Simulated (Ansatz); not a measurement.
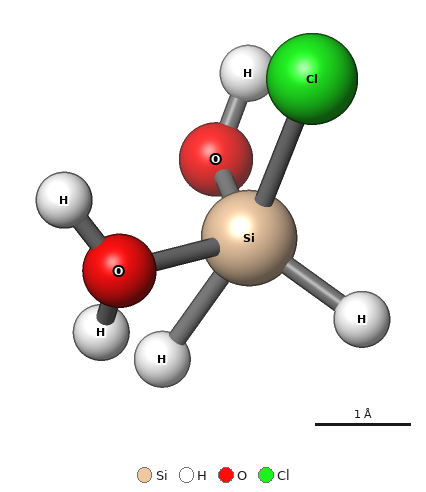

*The input geometry (ball-and-stick view, seen at a tilt).*

Bond lengths as drawn: Cl–Si 2.15 Å, H–O 0.97 to 1.16 Å, H–Si 1.47 to 1.70 Å and O–Si 1.65 to 1.83 Å.

## SiH$_{5}$ClO$_{2}$: molecular dynamics (part 1 of 2)

SiH$_{5}$ClO$_{2}$, computed with RKS PBE0/6-31G* (Ansatz 0.2.0).

It belongs to a series of runs on one base structure; here: dynamics from the highest image of the converged band.

## Log
```
Engine: ansatz 0.2.0, aarch64-unknown-linux-gnu
Functional definition: PBE0
  parameter a = 0.25
  parameter kappa = 0.804
  parameter beta = 0.06672455060314922
  exchange = (1 - a)*pbe_x(kappa = kappa, mu = beta*pi^2/3) + a*exact_x
  correlation = pbe_c(beta = beta)
810 factors; integrals over basis functions are off by at most 5.5e-4 eV
mean field evaluation 1: about -24557.9803 eV, gradient 5.7e1 eV
mean field evaluation 2: about -24550.4293 eV, gradient 8.6e1 eV
mean field evaluation 4: about -24563.4605 eV, gradient 1.8e0 eV
mean field evaluation 8: about -24563.4866 eV, gradient 2.5e-2 eV
mean field -24563.48658514 eV, -902.6914822745 hartree, gradient 3.5e-5 eV, S^2 0.000000; 0 other end points of the search recorded, 0 dependent functions left out
the calculation of the forces begins
reference -24563.48660868 eV, -902.6914831397 hartree; 26, 26 occupied and 52, 52 virtual orbitals, 810 factors
md step     0: t =     0.00 fs  T =   300.0 K  F+E_penalty+E_count = -24563.48658514 eV  E_kin = 0.271446 eV  conserved = -24563.21513914 eV  (24 SCF iters)
these checks for a lower state are left out or cut short: starts, cluster_reference, orbital_swaps, neighbouring_geometries, increment
810 factors; integrals over basis functions are off by at most 5.4e-4 eV
mean field evaluation 16: about -24563.4631 eV, gradient 2.6e-3 eV
mean field -24563.48203772 eV, -902.6913151600 hartree, gradient 8.3e-6 eV, S^2 0.000000; 0 other end points of the search recorded, 0 dependent functions left out
the calculation of the forces begins
reference -24563.48206127 eV, -902.6913160256 hartree; 26, 26 occupied and 52, 52 virtual orbitals, 810 factors
md step     1: t =     0.50 fs  T =   295.1 K  F+E_penalty+E_count = -24563.48203772 eV  E_kin = 0.267008 eV  conserved = -24563.21502941 eV  (30 SCF iters)
[... from here on the SCF iterations and repeated set-up lines of each step are left out, up to the last step ...]
md step     2: t =     1.00 fs  T =   282.0 K  F+E_penalty+E_count = -24563.46998574 eV  E_kin = 0.255195 eV  conserved = -24563.21479058 eV  (29 SCF iters)
md step     3: t =     1.50 fs  T =   264.8 K  F+E_penalty+E_count = -24563.45412666 eV  E_kin = 0.239595 eV  conserved = -24563.21453197 eV  (30 SCF iters)
md step     4: t =     2.00 fs  T =   247.8 K  F+E_penalty+E_count = -24563.43853100 eV  E_kin = 0.224187 eV  conserved = -24563.21434396 eV  (29 SCF iters)
md step     5: t =     2.50 fs  T =   234.2 K  F+E_penalty+E_count = -24563.42618911 eV  E_kin = 0.211910 eV  conserved = -24563.21427904 eV  (29 SCF iters)
md step     6: t =     3.00 fs  T =   225.2 K  F+E_penalty+E_count = -24563.41814726 eV  E_kin = 0.203798 eV  conserved = -24563.21434969 eV  (31 SCF iters)
md step     7: t =     3.50 fs  T =   219.7 K  F+E_penalty+E_count = -24563.41331080 eV  E_kin = 0.198784 eV  conserved = -24563.21452664 eV  (30 SCF iters)
md step     8: t =     4.00 fs  T =   214.6 K  F+E_penalty+E_count = -24563.40893746 eV  E_kin = 0.194200 eV  conserved = -24563.21473783 eV  (29 SCF iters)
md step     9: t =     4.50 fs  T =   206.6 K  F+E_penalty+E_count = -24563.40181684 eV  E_kin = 0.186940 eV  conserved = -24563.21487643 eV  (29 SCF iters)
md step    10: t =     5.00 fs  T =   193.5 K  F+E_penalty+E_count = -24563.38995722 eV  E_kin = 0.175120 eV  conserved = -24563.21483696 eV  (29 SCF iters)
md step    11: t =     5.50 fs  T =   176.4 K  F+E_penalty+E_count = -24563.37416950 eV  E_kin = 0.159584 eV  conserved = -24563.21458565 eV  (29 SCF iters)
md step    12: t =     6.00 fs  T =   159.4 K  F+E_penalty+E_count = -24563.35848081 eV  E_kin = 0.144257 eV  conserved = -24563.21422407 eV  (28 SCF iters)
md step    13: t =     6.50 fs  T =   148.7 K  F+E_penalty+E_count = -24563.34850611 eV  E_kin = 0.134544 eV  conserved = -24563.21396182 eV  (28 SCF iters)
md step    14: t =     7.00 fs  T =   148.4 K  F+E_penalty+E_count = -24563.34828551 eV  E_kin = 0.134316 eV  conserved = -24563.21396918 eV  (30 SCF iters)
md step    15: t =     7.50 fs  T =   158.6 K  F+E_penalty+E_count = -24563.35777351 eV  E_kin = 0.143544 eV  conserved = -24563.21422950 eV  (29 SCF iters)
md step    16: t =     8.00 fs  T =   175.2 K  F+E_penalty+E_count = -24563.37307445 eV  E_kin = 0.158519 eV  conserved = -24563.21455593 eV  (26 SCF iters)
md step    17: t =     8.50 fs  T =   192.8 K  F+E_penalty+E_count = -24563.38919358 eV  E_kin = 0.174441 eV  conserved = -24563.21475271 eV  (29 SCF iters)
md step    18: t =     9.00 fs  T =   208.1 K  F+E_penalty+E_count = -24563.40301205 eV  E_kin = 0.188267 eV  conserved = -24563.21474466 eV  (29 SCF iters)
md step    19: t =     9.50 fs  T =   221.0 K  F+E_penalty+E_count = -24563.41452992 eV  E_kin = 0.199947 eV  conserved = -24563.21458324 eV  (29 SCF iters)
md step    20: t =    10.00 fs  T =   234.1 K  F+E_penalty+E_count = -24563.42617965 eV  E_kin = 0.211803 eV  conserved = -24563.21437618 eV  (30 SCF iters)
md step    21: t =    10.50 fs  T =   250.8 K  F+E_penalty+E_count = -24563.44119375 eV  E_kin = 0.226971 eV  conserved = -24563.21422283 eV  (30 SCF iters)
md step    22: t =    11.00 fs  T =   273.9 K  F+E_penalty+E_count = -24563.46202613 eV  E_kin = 0.247841 eV  conserved = -24563.21418480 eV  (30 SCF iters)
md step    23: t =    11.50 fs  T =   304.0 K  F+E_penalty+E_count = -24563.48933388 eV  E_kin = 0.275052 eV  conserved = -24563.21428196 eV  (30 SCF iters)
md step    24: t =    12.00 fs  T =   339.5 K  F+E_penalty+E_count = -24563.52163743 eV  E_kin = 0.307142 eV  conserved = -24563.21449498 eV  (30 SCF iters)
md step    25: t =    12.50 fs  T =   376.7 K  F+E_penalty+E_count = -24563.55564694 eV  E_kin = 0.340883 eV  conserved = -24563.21476436 eV  (30 SCF iters)
md step    26: t =    13.00 fs  T =   411.4 K  F+E_penalty+E_count = -24563.58724307 eV  E_kin = 0.372249 eV  conserved = -24563.21499445 eV  (30 SCF iters)
md step    27: t =    13.50 fs  T =   439.8 K  F+E_penalty+E_count = -24563.61300993 eV  E_kin = 0.397933 eV  conserved = -24563.21507678 eV  (30 SCF iters)
md step    28: t =    14.00 fs  T =   460.8 K  F+E_penalty+E_count = -24563.63190214 eV  E_kin = 0.416957 eV  conserved = -24563.21494484 eV  (30 SCF iters)
md step    29: t =    14.50 fs  T =   476.9 K  F+E_penalty+E_count = -24563.64616794 eV  E_kin = 0.431521 eV  conserved = -24563.21464645 eV  (29 SCF iters)
md step    30: t =    15.00 fs  T =   493.1 K  F+E_penalty+E_count = -24563.66052047 eV  E_kin = 0.446164 eV  conserved = -24563.21435607 eV  (29 SCF iters)
md step    31: t =    15.50 fs  T =   514.1 K  F+E_penalty+E_count = -24563.67946291 eV  E_kin = 0.465191 eV  conserved = -24563.21427181 eV  (29 SCF iters)
md step    32: t =    16.00 fs  T =   541.4 K  F+E_penalty+E_count = -24563.70433807 eV  E_kin = 0.489881 eV  conserved = -24563.21445712 eV  (29 SCF iters)
md step    33: t =    16.50 fs  T =   572.1 K  F+E_penalty+E_count = -24563.73239533 eV  E_kin = 0.517609 eV  conserved = -24563.21478613 eV  (29 SCF iters)
md step    34: t =    17.00 fs  T =   600.8 K  F+E_penalty+E_count = -24563.75864088 eV  E_kin = 0.543585 eV  conserved = -24563.21505561 eV  (26 SCF iters)
md step    35: t =    17.50 fs  T =   623.0 K  F+E_penalty+E_count = -24563.77887774 eV  E_kin = 0.563740 eV  conserved = -24563.21513807 eV  (29 SCF iters)
md step    36: t =    18.00 fs  T =   637.3 K  F+E_penalty+E_count = -24563.79171237 eV  E_kin = 0.576678 eV  conserved = -24563.21503390 eV  (29 SCF iters)
md step    37: t =    18.50 fs  T =   645.2 K  F+E_penalty+E_count = -24563.79865071 eV  E_kin = 0.583823 eV  conserved = -24563.21482740 eV  (29 SCF iters)
md step    38: t =    19.00 fs  T =   650.1 K  F+E_penalty+E_count = -24563.80285985 eV  E_kin = 0.588241 eV  conserved = -24563.21461906 eV  (29 SCF iters)
md step    39: t =    19.50 fs  T =   655.5 K  F+E_penalty+E_count = -24563.80759697 eV  E_kin = 0.593111 eV  conserved = -24563.21448557 eV  (29 SCF iters)
md step    40: t =    20.00 fs  T =   663.7 K  F+E_penalty+E_count = -24563.81496359 eV  E_kin = 0.600496 eV  conserved = -24563.21446761 eV  (30 SCF iters)
md step    41: t =    20.50 fs  T =   674.9 K  F+E_penalty+E_count = -24563.82522360 eV  E_kin = 0.610653 eV  conserved = -24563.21457082 eV  (29 SCF iters)
md step    42: t =    21.00 fs  T =   687.4 K  F+E_penalty+E_count = -24563.83672024 eV  E_kin = 0.621957 eV  conserved = -24563.21476287 eV  (29 SCF iters)
md step    43: t =    21.50 fs  T =   697.9 K  F+E_penalty+E_count = -24563.84642113 eV  E_kin = 0.631449 eV  conserved = -24563.21497171 eV  (29 SCF iters)
md step    44: t =    22.00 fs  T =   702.9 K  F+E_penalty+E_count = -24563.85109625 eV  E_kin = 0.636002 eV  conserved = -24563.21509435 eV  (29 SCF iters)
md step    45: t =    22.50 fs  T =   700.6 K  F+E_penalty+E_count = -24563.84893286 eV  E_kin = 0.633897 eV  conserved = -24563.21503598 eV  (29 SCF iters)
md step    46: t =    23.00 fs  T =   692.0 K  F+E_penalty+E_count = -24563.84094180 eV  E_kin = 0.626163 eV  conserved = -24563.21477928 eV  (29 SCF iters)
md step    47: t =    23.50 fs  T =   681.5 K  F+E_penalty+E_count = -24563.83111471 eV  E_kin = 0.616675 eV  conserved = -24563.21443998 eV  (29 SCF iters)
md step    48: t =    24.00 fs  T =   674.6 K  F+E_penalty+E_count = -24563.82461064 eV  E_kin = 0.610389 eV  conserved = -24563.21422205 eV  (29 SCF iters)
md step    49: t =    24.50 fs  T =   674.6 K  F+E_penalty+E_count = -24563.82469574 eV  E_kin = 0.610425 eV  conserved = -24563.21427048 eV  (29 SCF iters)
md step    50: t =    25.00 fs  T =   680.9 K  F+E_penalty+E_count = -24563.83061480 eV  E_kin = 0.616070 eV  conserved = -24563.21454472 eV  (29 SCF iters)
md step    51: t =    25.50 fs  T =   688.9 K  F+E_penalty+E_count = -24563.83818569 eV  E_kin = 0.623330 eV  conserved = -24563.21485546 eV  (29 SCF iters)
md step    52: t =    26.00 fs  T =   693.6 K  F+E_penalty+E_count = -24563.84259697 eV  E_kin = 0.627576 eV  conserved = -24563.21502121 eV  (27 SCF iters)
md step    53: t =    26.50 fs  T =   692.1 K  F+E_penalty+E_count = -24563.84116848 eV  E_kin = 0.626188 eV  conserved = -24563.21498066 eV  (29 SCF iters)
md step    54: t =    27.00 fs  T =   684.8 K  F+E_penalty+E_count = -24563.83437669 eV  E_kin = 0.619588 eV  conserved = -24563.21478820 eV  (29 SCF iters)
md step    55: t =    27.50 fs  T =   674.8 K  F+E_penalty+E_count = -24563.82510614 eV  E_kin = 0.610559 eV  conserved = -24563.21454730 eV  (29 SCF iters)
md step    56: t =    28.00 fs  T =   666.1 K  F+E_penalty+E_count = -24563.81707185 eV  E_kin = 0.602719 eV  conserved = -24563.21435267 eV  (29 SCF iters)
md step    57: t =    28.50 fs  T =   662.1 K  F+E_penalty+E_count = -24563.81330631 eV  E_kin = 0.599040 eV  conserved = -24563.21426651 eV  (29 SCF iters)
md step    58: t =    29.00 fs  T =   664.0 K  F+E_penalty+E_count = -24563.81514318 eV  E_kin = 0.600830 eV  conserved = -24563.21431293 eV  (29 SCF iters)
md step    59: t =    29.50 fs  T =   671.2 K  F+E_penalty+E_count = -24563.82181393 eV  E_kin = 0.607335 eV  conserved = -24563.21447869 eV  (29 SCF iters)
md step    60: t =    30.00 fs  T =   680.8 K  F+E_penalty+E_count = -24563.83067417 eV  E_kin = 0.615963 eV  conserved = -24563.21471080 eV  (29 SCF iters)
md step    61: t =    30.50 fs  T =   688.7 K  F+E_penalty+E_count = -24563.83808354 eV  E_kin = 0.623166 eV  conserved = -24563.21491799 eV  (29 SCF iters)
md step    62: t =    31.00 fs  T =   691.7 K  F+E_penalty+E_count = -24563.84086876 eV  E_kin = 0.625876 eV  conserved = -24563.21499254 eV  (30 SCF iters)
md step    63: t =    31.50 fs  T =   688.7 K  F+E_penalty+E_count = -24563.83797389 eV  E_kin = 0.623108 eV  conserved = -24563.21486620 eV  (29 SCF iters)
md step    64: t =    32.00 fs  T =   681.7 K  F+E_penalty+E_count = -24563.83143076 eV  E_kin = 0.616852 eV  conserved = -24563.21457900 eV  (29 SCF iters)
md step    65: t =    32.50 fs  T =   675.7 K  F+E_penalty+E_count = -24563.82565916 eV  E_kin = 0.611364 eV  conserved = -24563.21429558 eV  (29 SCF iters)
md step    66: t =    33.00 fs  T =   675.0 K  F+E_penalty+E_count = -24563.82496051 eV  E_kin = 0.610754 eV  conserved = -24563.21420677 eV  (30 SCF iters)
md step    67: t =    33.50 fs  T =   681.2 K  F+E_penalty+E_count = -24563.83069321 eV  E_kin = 0.616319 eV  conserved = -24563.21437406 eV  (29 SCF iters)
md step    68: t =    34.00 fs  T =   691.5 K  F+E_penalty+E_count = -24563.84036039 eV  E_kin = 0.625684 eV  conserved = -24563.21467606 eV  (30 SCF iters)
md step    69: t =    34.50 fs  T =   701.2 K  F+E_penalty+E_count = -24563.84938993 eV  E_kin = 0.634476 eV  conserved = -24563.21491438 eV  (30 SCF iters)
md step    70: t =    35.00 fs  T =   706.4 K  F+E_penalty+E_count = -24563.85409568 eV  E_kin = 0.639133 eV  conserved = -24563.21496267 eV  (30 SCF iters)
md step    71: t =    35.50 fs  T =   706.0 K  F+E_penalty+E_count = -24563.85364223 eV  E_kin = 0.638818 eV  conserved = -24563.21482376 eV  (26 SCF iters)
md step    72: t =    36.00 fs  T =   702.4 K  F+E_penalty+E_count = -24563.85010068 eV  E_kin = 0.635515 eV  conserved = -24563.21458616 eV  (30 SCF iters)
md step    73: t =    36.50 fs  T =   699.3 K  F+E_penalty+E_count = -24563.84714139 eV  E_kin = 0.632784 eV  conserved = -24563.21435733 eV  (29 SCF iters)
md step    74: t =    37.00 fs  T =   700.8 K  F+E_penalty+E_count = -24563.84835661 eV  E_kin = 0.634135 eV  conserved = -24563.21422168 eV  (29 SCF iters)
md step    75: t =    37.50 fs  T =   709.2 K  F+E_penalty+E_count = -24563.85589772 eV  E_kin = 0.641672 eV  conserved = -24563.21422606 eV  (29 SCF iters)
md step    76: t =    38.00 fs  T =   724.3 K  F+E_penalty+E_count = -24563.86970014 eV  E_kin = 0.655322 eV  conserved = -24563.21437844 eV  (29 SCF iters)
md step    77: t =    38.50 fs  T =   743.5 K  F+E_penalty+E_count = -24563.88736127 eV  E_kin = 0.672717 eV  conserved = -24563.21464467 eV  (29 SCF iters)
md step    78: t =    39.00 fs  T =   762.3 K  F+E_penalty+E_count = -24563.90471492 eV  E_kin = 0.689768 eV  conserved = -24563.21494657 eV  (29 SCF iters)
md step    79: t =    39.50 fs  T =   775.8 K  F+E_penalty+E_count = -24563.91710969 eV  E_kin = 0.701939 eV  conserved = -24563.21517077 eV  (29 SCF iters)
md step    80: t =    40.00 fs  T =   780.2 K  F+E_penalty+E_count = -24563.92119140 eV  E_kin = 0.705983 eV  conserved = -24563.21520859 eV  (29 SCF iters)
md step    81: t =    40.50 fs  T =   775.3 K  F+E_penalty+E_count = -24563.91653163 eV  E_kin = 0.701504 eV  conserved = -24563.21502719 eV  (29 SCF iters)
md step    82: t =    41.00 fs  T =   764.0 K  F+E_penalty+E_count = -24563.90602642 eV  E_kin = 0.691297 eV  conserved = -24563.21472922 eV  (29 SCF iters)
md step    83: t =    41.50 fs  T =   751.3 K  F+E_penalty+E_count = -24563.89426851 eV  E_kin = 0.679753 eV  conserved = -24563.21451554 eV  (29 SCF iters)
md step    84: t =    42.00 fs  T =   740.5 K  F+E_penalty+E_count = -24563.88452326 eV  E_kin = 0.669985 eV  conserved = -24563.21453862 eV  (29 SCF iters)
md step    85: t =    42.50 fs  T =   731.3 K  F+E_penalty+E_count = -24563.87648448 eV  E_kin = 0.661717 eV  conserved = -24563.21476774 eV  (29 SCF iters)
md step    86: t =    43.00 fs  T =   720.3 K  F+E_penalty+E_count = -24563.86672080 eV  E_kin = 0.651703 eV  conserved = -24563.21501786 eV  (29 SCF iters)
md step    87: t =    43.50 fs  T =   703.2 K  F+E_penalty+E_count = -24563.85140860 eV  E_kin = 0.636301 eV  conserved = -24563.21510727 eV  (29 SCF iters)
md step    88: t =    44.00 fs  T =   678.7 K  F+E_penalty+E_count = -24563.82909478 eV  E_kin = 0.614118 eV  conserved = -24563.21497679 eV  (30 SCF iters)
md step    89: t =    44.50 fs  T =   648.7 K  F+E_penalty+E_count = -24563.80168518 eV  E_kin = 0.586995 eV  conserved = -24563.21469040 eV  (26 SCF iters)
md step    90: t =    45.00 fs  T =   618.0 K  F+E_penalty+E_count = -24563.77355236 eV  E_kin = 0.559186 eV  conserved = -24563.21436623 eV  (29 SCF iters)
```
